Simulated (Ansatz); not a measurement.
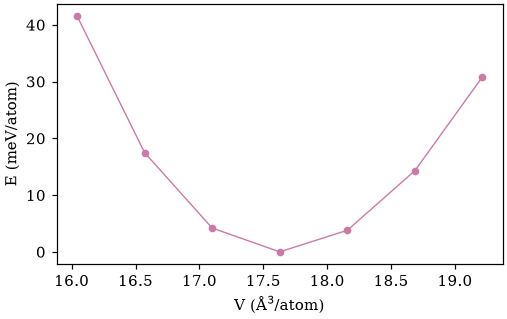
MgS (rock salt, Fm-3m) under volume change, the program Ansatz at the r²SCAN level (PAW), scaled uniformly.

What does a third-order Birch–Murnaghan fit give for V₀, B₀ and B′?

V₀ = 17.63 Å³/atom, B₀ = 79.8 GPa, B′ = 4.0.

Symmetry was held in the r²SCAN relaxation.

Potentials: the earlier of the program's two PAW sets.
